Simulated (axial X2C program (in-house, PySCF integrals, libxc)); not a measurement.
# MnF: bond curves with and without spin–orbit coupling in a model world with the speed of light multiplied by 0.8

What are the state, bond length, wavenumber and bond energy of MnF, and what does spin–orbit coupling change?

Computed with an in-house X2C program for linear molecules on PySCF integrals. Level: all-electron X2C, Mn dyall-v3z, F dyall-v3z.

All values are calculated.

### Step 1. The job

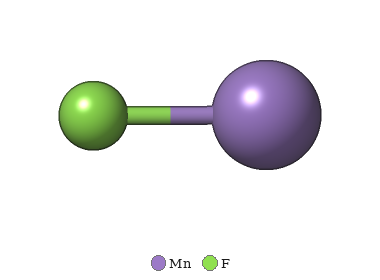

The two atoms at 1.830 Å (manganese light purple, fluorine green).

Input file task.json:

```json
{"zs": [25, 9], "q": 0, "bas": ["dyall-v3z", "dyall-v3z"], "levels": ["PBE0", "HF", "BHandHLYP", "B3LYP"], "cc": false, "r0": 1.83, "npts": 10, "nst": 2, "ntry": 6, "opt": {"cfac": 0.8}}
```

Keys: zs atomic numbers; q charge; bas basis sets; levels methods (HF also brings MP2); cc coupled cluster on or off; r0 starting distance in Å; npts points asked for on the curve; nst determinants followed; ntry starts of the search; cfac factor on the speed of light (100 gives the non-relativistic limit).

On the command line:

```console
> python so2c.py task.json out
```

Spin-free means the one-electron spin-free X2C Hamiltonian; two-component (2c) means X2C with spin–orbit coupling and atomic mean-field two-electron Coulomb and Gaunt terms; the speed of light was multiplied by 0.8, so these are model numbers, not those of the real molecule. Basis: Mn dyall-v3z contracted to [9s10p6d3f2g], F dyall-v3z contracted to [6s5p2d1f]; Gaussian nuclei, density fitting. Masses: Mn 54.938 u, F 18.998 u.

Notation: σ, π±, δ± give the projection m of an orbital's angular momentum (0, ±1, ±2), α and β its spin, Λ and M_S the sums; ω is the projection of a spinor's total angular momentum and Ω the sum. Logs are in hartree.

The results follow Hamiltonian by Hamiltonian and level by level.

### Step 2. State search with PBE0

Determinants are compared with PBE0 at 1.830 Å.

Spin-free determinants:

```json
{"ΔE (eV)": "0.00", "state": "M_S = 3, Λ = 0", "open shells": "beyond closed shells: 2 × σα, π+α, π-α, δ+α, δ-α"}
{"ΔE (eV)": "0.70", "state": "M_S = 2, Λ = 0", "open shells": "beyond closed shells: π+α, π-α, δ+α, δ-α"}
{"ΔE (eV)": "2.17", "state": "M_S = 2, Λ = 1", "open shells": "beyond closed shells: σα, π+α, π+β, π-α, δ+α, δ-α"}
{"ΔE (eV)": "2.22", "state": "M_S = 2, Λ = 2", "open shells": "beyond closed shells: σα, π+α, π-α, δ+α, δ+β, δ-α"}
{"ΔE (eV)": "3.51", "state": "M_S = 3, Λ = 1", "open shells": "beyond closed shells: σα, 2 × π+α, π-α, δ+α, δ-α"}
{"ΔE (eV)": "3.59", "state": "M_S = 2, Λ = 3", "open shells": "beyond closed shells: 2 × σα, π+α, δ+α, δ+β, δ-α"}
{"ΔE (eV)": "3.60", "state": "M_S = 2, Λ = 1", "open shells": "beyond closed shells: σα, π+α, δ+α, δ-α"}
```

Two-component determinants:

```tsv
ΔE (eV)	state	open shells
0.00	Ω = 3	excess of +ω over −ω: ω = 1/2, ω = 5/2
0.70	Ω = 2	excess of +ω over −ω: ω = -1/2, ω = 5/2
2.16	Ω = 4	excess of +ω over −ω: ω = 3/2, ω = 5/2
2.19	Ω = 1	excess of +ω over −ω: ω = -3/2, ω = 5/2
3.14	Ω = 2	excess of +ω over −ω: 2 × ω = 1/2, ω = -3/2, ω = 5/2
3.34	Ω = 1	excess of +ω over −ω: 2 × ω = 1/2
3.56	Ω = 1	excess of +ω over −ω: ω = -3/2, ω = 5/2
```

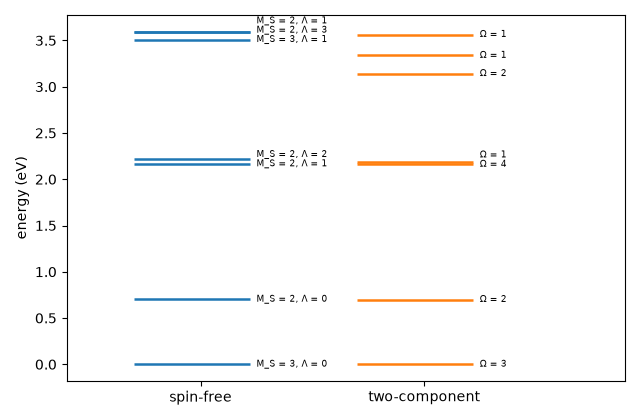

The determinants found, each set from its own lowest.

### Step 3. PBE0, spin-free

State followed: M_S = 3, Λ = 0 (beyond closed shells: 2 × σα, π+α, π-α, δ+α, δ-α). The scan is laid around 1.834 Å, a first estimate of the minimum, and this SCF restarts from the orbitals of the search.

Output at 1.834 Å:

```text
spin-free X2C-1e  PBE0
basis functions 146  fitting functions 855  grid points 5080
iter        total energy     max residual
   1      -1262.710143397     9.40e-02
   2      -1262.715423801     7.14e-04
   3      -1262.715424549     3.72e-04
   4      -1262.715426067     2.46e-04
   5      -1262.715426240     6.23e-05
   6      -1262.715426268     4.64e-05
   7      -1262.715426283     1.30e-05
   8      -1262.715426284     2.16e-06
converged
one-electron -1870.88394241  Coulomb 606.43832480  exact exchange -15.46832899  xc functional -47.72234799  nuclear repulsion 64.92086830
```

Along the bond, energies from the lowest point:

```tsv
R (Å)	E (eV)	μ (D)	HOMO (eV)	LUMO (eV)	iterations
1.596	0.8280	-0.82	-5.17	-2.02	16
1.669	0.3359	-1.38	-5.41	-2.08	11
1.724	0.1289	-1.79	-5.57	-2.14	11
1.779	0.0254	-2.18	-5.72	-2.19	11
1.834	0.0000	-2.56	-5.85	-2.26	8
1.898	0.0434	-2.99	-6.00	-2.34	11
1.962	0.1435	-3.41	-6.14	-2.43	10
2.045	0.3280	-3.95	-6.31	-2.55	10
2.146	0.6047	-4.58	-6.49	-2.70	10
2.292	1.0504	-5.48	-6.72	-2.93	10
```

Dipoles are positive if F is the positive end.

Outer orbitals at the reference distance:

```csv
symmetry,occupied,ε (eV),atomic character
σα,yes,-30.51,"82% F s, 6% Mn d, 5% Mn p"
σβ,yes,-30.17,"82% F s, 6% Mn d, 6% Mn p"
σα,yes,-12.21,"56% F p, 40% Mn d"
π+α,yes,-11.37,"61% Mn d, 38% F p"
π-α,yes,-11.37,"61% Mn d, 38% F p"
σβ,yes,-10.82,"87% F p, 6% Mn d, 3% Mn s"
δ+α,yes,-10.72,100% Mn d
δ-α,yes,-10.72,100% Mn d
π+β,yes,-9.99,"89% F p, 6% Mn d, 2% Mn f"
π-β,yes,-9.99,"89% F p, 6% Mn d, 2% Mn f"
π+α,yes,-9.18,"54% F p, 40% Mn d, 3% Mn p"
π-α,yes,-9.18,"54% F p, 40% Mn d, 3% Mn p"
σα,yes,-9.03,"53% Mn d, 29% F p, 16% Mn s"
σα,yes,-5.85,"66% Mn s, 22% Mn p, 7% F p"
σβ,no,-2.26,"78% Mn s, 18% Mn d, 2% Mn p"
δ-β,no,-1.12,100% Mn d
δ+β,no,-1.12,100% Mn d
π+α,no,-1.00,"94% Mn p, 3% F p, 2% Mn d"
```

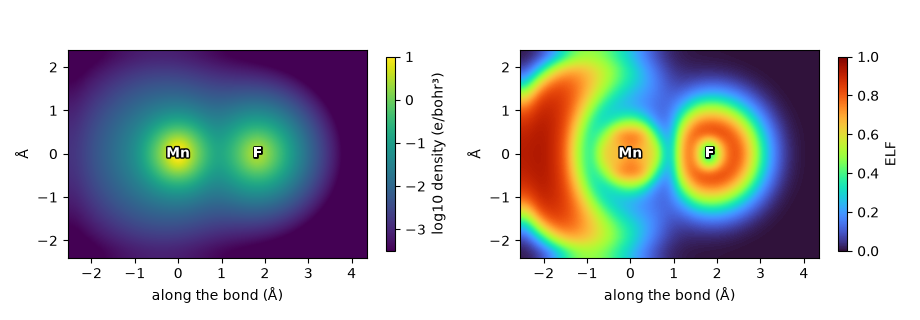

PBE0 fields in a plane through the axis, from a grid of 0.3 Å; Mn lies at z = 0 and F at z = 1.834 Å; the ELF is damped to zero where the density is low.

Re = 1.828 Å, ωe = 619 cm⁻¹, ωexe = 3.24 cm⁻¹, Be = 0.3575 cm⁻¹, De = 4.73 eV, μ = -2.51 D.

### Step 4. HF, spin-free

The SCF at the reference distance of 1.834 Å:

```text
spin-free X2C-1e  HF
basis functions 146  fitting functions 855  grid points 5080
iter        total energy     max residual
   1      -1261.398065261     2.18e-01
   2      -1261.427145205     1.06e-02
   3      -1261.429336883     1.68e-02
   4      -1261.429812533     2.75e-03
   5      -1261.429857607     7.00e-04
   6      -1261.429869181     4.10e-04
   7      -1261.429870420     1.51e-04
   8      -1261.429870743     4.93e-05
   9      -1261.429870791     3.50e-05
  10      -1261.429870800     1.01e-05
  11      -1261.429870801     2.55e-06
converged
one-electron -1871.18307467  Coulomb 606.87043183  exact exchange -62.03809626  xc functional 0.00000000  nuclear repulsion 64.92086830
```

Re = 1.861 Å, ωe = 615 cm⁻¹, ωexe = 3.1 cm⁻¹, Be = 0.3447 cm⁻¹, De = 3.43 eV, μ = -3.11 D.

### Step 5. BHandHLYP, spin-free

Output at 1.834 Å:

```text
spin-free X2C-1e  BHandHLYP
basis functions 146  fitting functions 855  grid points 5080
iter        total energy     max residual
   1      -1262.948522202     7.36e-02
   2      -1262.951531236     8.96e-03
   3      -1262.951855196     2.13e-02
   4      -1262.952173973     1.05e-03
   5      -1262.952175378     1.02e-03
   6      -1262.952181074     3.85e-05
   7      -1262.952181118     1.13e-05
   8      -1262.952181123     2.36e-06
converged
one-electron -1871.21545390  Coulomb 606.82711139  exact exchange -30.97371135  xc functional -32.51099556  nuclear repulsion 64.92086830
```

Re = 1.839 Å, ωe = 621 cm⁻¹, ωexe = 3.21 cm⁻¹, Be = 0.3532 cm⁻¹, De = 4.04 eV, μ = -2.91 D.

### Step 6. B3LYP, spin-free

Output at 1.834 Å:

```text
spin-free X2C-1e  B3LYP
basis functions 146  fitting functions 855  grid points 5080
iter        total energy     max residual
   1      -1263.050077121     4.75e-02
   2      -1263.051506486     1.97e-03
   3      -1263.051530307     1.15e-03
   4      -1263.051536339     7.89e-04
   5      -1263.051539511     3.41e-04
   6      -1263.051539609     1.98e-04
   7      -1263.051540335     6.90e-05
   8      -1263.051540351     3.70e-05
   9      -1263.051540357     2.60e-06
converged
one-electron -1870.92309701  Coulomb 606.46994251  exact exchange -12.37062542  xc functional -51.14862873  nuclear repulsion 64.92086830
```

Re = 1.837 Å, ωe = 609 cm⁻¹, ωexe = 3.26 cm⁻¹, Be = 0.3539 cm⁻¹, De = 4.48 eV, μ = -2.57 D.

### Step 7. Correlated methods, spin-free

Correlated methods: 14 electrons correlated (frozen shells, counted by type: Mn 3 s, 2 p; F 1 s), 242 virtual spinors in MP2.

MP2: Re = 1.848 Å, ωe = 611 cm⁻¹, Be = 0.3496 cm⁻¹, De = 4.90 eV.

### Step 8. A higher determinant, spin-free

State: M_S = 2, Λ = 0 (beyond closed shells: π+α, π-α, δ+α, δ-α).

Output at the reference distance:

```text
spin-free X2C-1e  PBE0
basis functions 146  fitting functions 855  grid points 5080
iter        total energy     max residual
   1      -1262.684237103     9.39e-02
   2      -1262.689486194     6.92e-04
   3      -1262.689488059     5.04e-04
   4      -1262.689488847     2.37e-04
   5      -1262.689489011     3.67e-05
   6      -1262.689489013     4.53e-05
   7      -1262.689489028     3.55e-06
   8      -1262.689489029     1.47e-06
converged
one-electron -1870.80206818  Coulomb 606.32252923  exact exchange -15.44950233  xc functional -47.68131605  nuclear repulsion 64.92086830
```

```tsv
R (Å)	E above the lowest PBE0 point (eV)
1.596	1.169
1.669	0.826
1.724	0.707
1.779	0.674
1.834	0.706
1.898	0.804
1.962	0.948
2.045	1.177
2.146	1.494
```

Re = 1.777 Å, ωe = 647 cm⁻¹, ωexe = 3.32 cm⁻¹, Be = 0.3783 cm⁻¹, μ = -2.70 D. ⟨S²⟩ = 6.77 against 6.00 for a pure state, so this determinant mixes spins. Te = 0.67 eV.

### Step 9. The spin-free curves together

Energy (eV) of the followed determinant, spin-free, from each level's lowest point:

```tsv
R (Å)	PBE0	HF	MP2	BHandHLYP	B3LYP
1.596	0.828	1.122	0.978	0.930	0.883
1.669	0.336	0.506	0.427	0.394	0.371
1.724	0.129	0.228	0.184	0.162	0.151
1.779	0.025	0.069	0.050	0.040	0.036
1.834	0.000	0.000	0.000	0.000	0.000
1.898	0.043	0.005	0.020	0.032	0.032
1.962	0.144	0.077	0.103	0.124	0.122
2.045	0.328	0.238	0.271	0.303	0.295
2.146	0.605	0.498	0.537	0.577	0.559
2.292	1.050	0.937	0.980	1.024	0.986
```

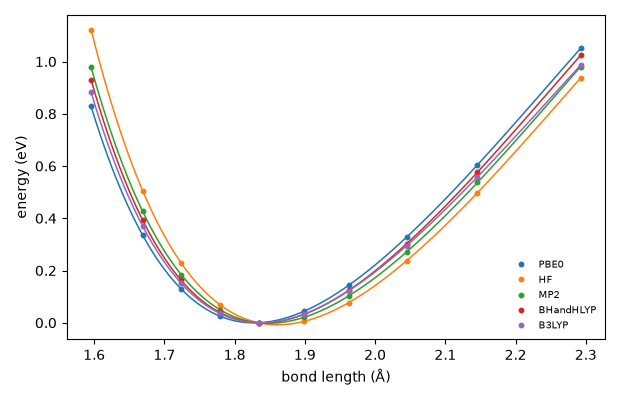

Curves of the followed state, spin-free, each from its own lowest point.

### Step 10. PBE0, 2c

State followed: Ω = 3 (excess of +ω over −ω: ω = 1/2, ω = 5/2). The scan is laid around 1.834 Å, a first estimate of the minimum, and this SCF restarts from the orbitals of the search.

The SCF at the reference distance of 1.834 Å:

```text
two-component X2C + atomic mean field  PBE0
basis functions 146  fitting functions 855  grid points 5080
iter        total energy     max residual
   1      -1262.249244522     9.41e-02
   2      -1262.254538089     7.08e-04
   3      -1262.254538603     4.01e-04
   4      -1262.254540467     2.30e-04
   5      -1262.254540605     6.48e-05
   6      -1262.254540639     4.21e-05
   7      -1262.254540651     1.42e-05
   8      -1262.254540652     2.21e-06
converged
one-electron -1869.72967734  Coulomb 606.20809254  exact exchange -15.46270139  xc functional -47.70504545  nuclear repulsion 64.92086830  atomic mean-field constant -0.48607732
```

Along the bond, energies from the lowest point:

```tsv
R (Å)	E (eV)	μ (D)	HOMO (eV)	LUMO (eV)	iterations
1.596	0.8321	-0.81	-5.16	-2.03	16
1.669	0.3383	-1.38	-5.40	-2.09	11
1.724	0.1304	-1.78	-5.56	-2.14	11
1.779	0.0261	-2.17	-5.71	-2.20	11
1.834	0.0000	-2.55	-5.85	-2.26	8
1.898	0.0428	-2.99	-6.00	-2.34	11
1.962	0.1424	-3.41	-6.14	-2.43	10
2.045	0.3264	-3.95	-6.30	-2.55	10
2.146	0.6027	-4.58	-6.48	-2.70	10
2.292	1.0481	-5.48	-6.72	-2.93	10
```

Dipoles are positive if F is the positive end.

Outer spinors at the reference distance:

```
   ω  occupied  ε (eV)             atomic character  λ mixture
 1/2       yes  -30.52    82% F s, 6% Mn d, 5% Mn p     100% σ
-1/2       yes  -30.18    82% F s, 6% Mn d, 6% Mn p     100% σ
 1/2       yes  -12.22            56% F p, 40% Mn d     100% σ
-1/2       yes  -11.40            61% Mn d, 37% F p     100% π
 3/2       yes  -11.34            61% Mn d, 38% F p     100% π
-1/2       yes  -10.82    87% F p, 6% Mn d, 3% Mn s     100% σ
-3/2       yes  -10.80                    100% Mn d     100% δ
 5/2       yes  -10.66                    100% Mn d     100% δ
 1/2       yes  -10.01    89% F p, 6% Mn d, 2% Mn f     100% π
-3/2       yes   -9.96    89% F p, 6% Mn d, 2% Mn f     100% π
-1/2       yes   -9.21   55% F p, 40% Mn d, 3% Mn p     100% π
 3/2       yes   -9.15   54% F p, 40% Mn d, 3% Mn p     100% π
 1/2       yes   -9.03  53% Mn d, 29% F p, 16% Mn s     100% σ
 1/2       yes   -5.85   66% Mn s, 22% Mn p, 7% F p     100% σ
-1/2        no   -2.26  78% Mn s, 18% Mn d, 2% Mn p     100% σ
 3/2        no   -1.17                    100% Mn d     100% δ
-5/2        no   -1.08                    100% Mn d     100% δ
-1/2        no   -1.02    94% Mn p, 3% F p, 2% Mn d     100% π
```

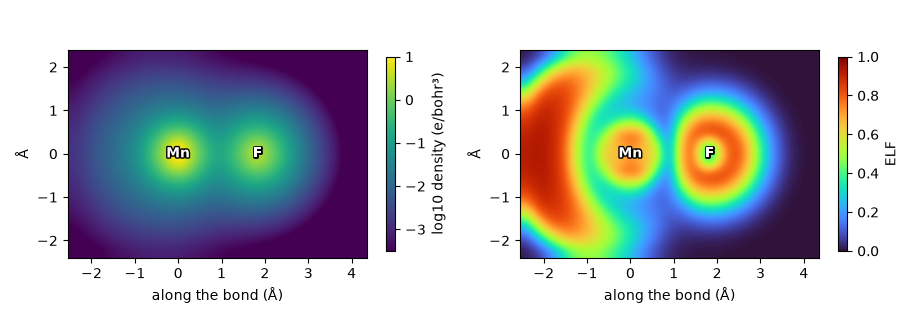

PBE0 fields in a plane through the axis, from a grid of 0.3 Å; Mn lies at z = 0 and F at z = 1.834 Å; the ELF is damped to zero where the density is low.

Re = 1.828 Å, ωe = 619 cm⁻¹, ωexe = 3.23 cm⁻¹, Be = 0.3572 cm⁻¹, De = 4.73 eV, μ = -2.52 D.

### Step 11. HF, 2c

The SCF at the reference distance of 1.834 Å:

```text
two-component X2C + atomic mean field  HF
basis functions 146  fitting functions 855  grid points 5080
iter        total energy     max residual
   1      -1260.937599365     2.18e-01
   2      -1260.966699537     1.06e-02
   3      -1260.968896574     1.69e-02
   4      -1260.969374374     2.69e-03
   5      -1260.969419747     7.01e-04
   6      -1260.969431563     4.21e-04
   7      -1260.969432878     1.56e-04
   8      -1260.969433257     5.35e-05
   9      -1260.969433327     4.29e-05
  10      -1260.969433351     1.86e-05
  11      -1260.969433359     1.29e-05
  12      -1260.969433364     1.15e-05
  13      -1260.969433366     5.28e-06
  14      -1260.969433366     1.75e-06
converged
one-electron -1870.02707323  Coulomb 606.63852944  exact exchange -62.01568056  xc functional 0.00000000  nuclear repulsion 64.92086830  atomic mean-field constant -0.48607732
```

Re = 1.862 Å, ωe = 614 cm⁻¹, ωexe = 3.1 cm⁻¹, Be = 0.3445 cm⁻¹, De = 3.40 eV, μ = -3.11 D.

### Step 12. BHandHLYP, 2c

Output at 1.834 Å:

```text
two-component X2C + atomic mean field  BHandHLYP
basis functions 146  fitting functions 855  grid points 5080
iter        total energy     max residual
   1      -1262.487642968     7.36e-02
   2      -1262.490656533     8.97e-03
   3      -1262.490981424     2.13e-02
   4      -1262.491301227     1.06e-03
   5      -1262.491302850     1.02e-03
   6      -1262.491308628     6.61e-05
   7      -1262.491308759     4.96e-05
   8      -1262.491308847     2.07e-05
   9      -1262.491308864     1.07e-05
  10      -1262.491308870     2.45e-06
converged
one-electron -1870.06034195  Coulomb 606.59597707  exact exchange -30.96243471  xc functional -32.49930027  nuclear repulsion 64.92086830  atomic mean-field constant -0.48607732
```

Re = 1.839 Å, ωe = 621 cm⁻¹, ωexe = 3.21 cm⁻¹, Be = 0.353 cm⁻¹, De = 4.04 eV, μ = -2.91 D.

### Step 13. B3LYP, 2c

Output at 1.834 Å:

```text
two-component X2C + atomic mean field  B3LYP
basis functions 146  fitting functions 855  grid points 5080
iter        total energy     max residual
   1      -1262.588981409     4.78e-02
   2      -1262.590412444     1.96e-03
   3      -1262.590436676     1.16e-03
   4      -1262.590442894     7.96e-04
   5      -1262.590446186     3.44e-04
   6      -1262.590446321     1.97e-04
   7      -1262.590447073     7.05e-05
   8      -1262.590447094     3.72e-05
   9      -1262.590447100     4.62e-06
converged
one-electron -1869.76907115  Coulomb 606.23989388  exact exchange -12.36610946  xc functional -51.12995135  nuclear repulsion 64.92086830  atomic mean-field constant -0.48607732
```

Re = 1.838 Å, ωe = 609 cm⁻¹, ωexe = 3.26 cm⁻¹, Be = 0.3537 cm⁻¹, De = 4.48 eV, μ = -2.57 D.

### Step 14. MP2, 2c

Correlated methods: 14 electrons correlated (frozen shells, counted by type: Mn 3 s, 2 p; F 1 s), 242 virtual spinors in MP2.

MP2: Re = 1.849 Å, ωe = 611 cm⁻¹, Be = 0.3494 cm⁻¹, De = 4.87 eV.

### Step 15. A higher determinant, 2c

State: Ω = 2 (excess of +ω over −ω: ω = -1/2, ω = 5/2).

Output at the reference distance:

```text
two-component X2C + atomic mean field  PBE0
basis functions 146  fitting functions 855  grid points 5080
iter        total energy     max residual
   1      -1262.223421030     9.39e-02
   2      -1262.228682871     6.94e-04
   3      -1262.228682902     4.45e-04
   4      -1262.228685403     2.40e-04
   5      -1262.228685546     5.99e-05
   6      -1262.228685572     4.41e-05
   7      -1262.228685586     1.57e-05
   8      -1262.228685587     1.77e-06
converged
one-electron -1869.65129322  Coulomb 606.09586082  exact exchange -15.44390599  xc functional -47.66413818  nuclear repulsion 64.92086830  atomic mean-field constant -0.48607732
```

```tsv
R (Å)	E above the lowest PBE0 point (eV)
1.596	1.171
1.669	0.827
1.724	0.706
1.779	0.672
1.834	0.704
1.898	0.801
1.962	0.945
2.045	1.174
2.146	1.490
```

Re = 1.777 Å, ωe = 646 cm⁻¹, ωexe = 3.31 cm⁻¹, Be = 0.378 cm⁻¹, μ = -2.70 D. Te = 0.67 eV.

### Step 16. The 2c curves together

Energy (eV) of the followed determinant, 2c, from each level's lowest point:

```tsv
R (Å)	PBE0	HF	MP2	BHandHLYP	B3LYP
1.596	0.832	1.127	0.984	0.934	0.887
1.669	0.338	0.509	0.430	0.396	0.373
1.724	0.130	0.230	0.186	0.163	0.152
1.779	0.026	0.070	0.051	0.040	0.037
1.834	0.000	0.000	0.000	0.000	0.000
1.898	0.043	0.004	0.020	0.031	0.032
1.962	0.142	0.076	0.101	0.123	0.121
2.045	0.326	0.236	0.269	0.301	0.294
2.146	0.603	0.496	0.535	0.575	0.557
2.292	1.048	0.934	0.977	1.021	0.984
```

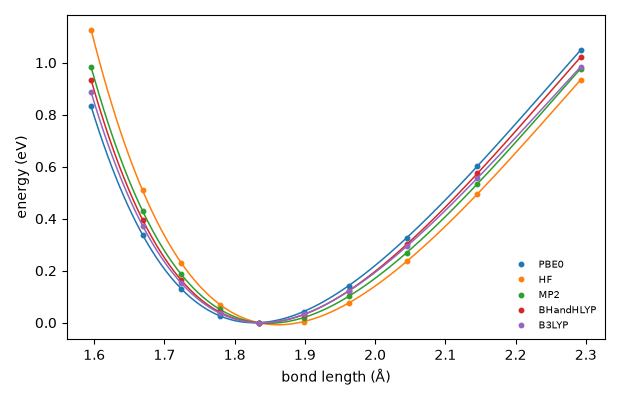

Curves of the followed state, 2c, each from its own lowest point.

The whole job took 2 min on 1 thread of Arm Neoverse N1, shared host; peak memory 0.28 GiB.

### Step 17. What came out

Lowest determinant that the search found at its distance, spin-free: M_S = 3, Λ = 0 (beyond closed shells: 2 × σα, π+α, π-α, δ+α, δ-α).

Lowest determinant that the search found at its distance, 2c: Ω = 3 (excess of +ω over −ω: ω = 1/2, ω = 5/2).

```tsv
Hamiltonian	level	Re (Å)	ωe (cm⁻¹)	De (eV)	μ (D)
spin-free	PBE0	1.828	619	4.73	-2.51
spin-free	HF	1.861	615	3.43	-3.11
spin-free	MP2	1.848	611	4.90	n/a
spin-free	BHandHLYP	1.839	621	4.04	-2.91
spin-free	B3LYP	1.837	609	4.48	-2.57
2c	PBE0	1.828	619	4.73	-2.52
2c	HF	1.862	614	3.40	-3.11
2c	MP2	1.849	611	4.87	n/a
2c	BHandHLYP	1.839	621	4.04	-2.91
2c	B3LYP	1.838	609	4.48	-2.57
```

Dipoles are positive if F is the positive end.

Time per point (s) on 1 thread of Arm Neoverse N1, shared host (2c runs); the times are rough: PBE0 0.84, HF 0.45, MP2 0.71, BHandHLYP 0.78, B3LYP 0.88.

**Reading.** At MP2, going from spin-free to two-component changes Re by +1 mÅ, ωe by -0.1 %; the spin-free picture holds up (part of it comes from the scalar share of the two-electron terms). De moves by -0.02 eV; both De rest on single-determinant atoms, which can miss part of an open shell's spin–orbit lowering.

De refers to Mn + F, each in the lowest determinant found, which need not be this curve's own limit. The state is a single determinant with fixed occupations, the lowest that a limited PBE0 search found. De is counted from the lowest determinant-based energies of the atoms at the same level, without counterpoise correction. Density functionals use the spin component along the axis (collinear). With several unpaired electrons one determinant need not be a pure state. These are model numbers, with the speed of light changed.
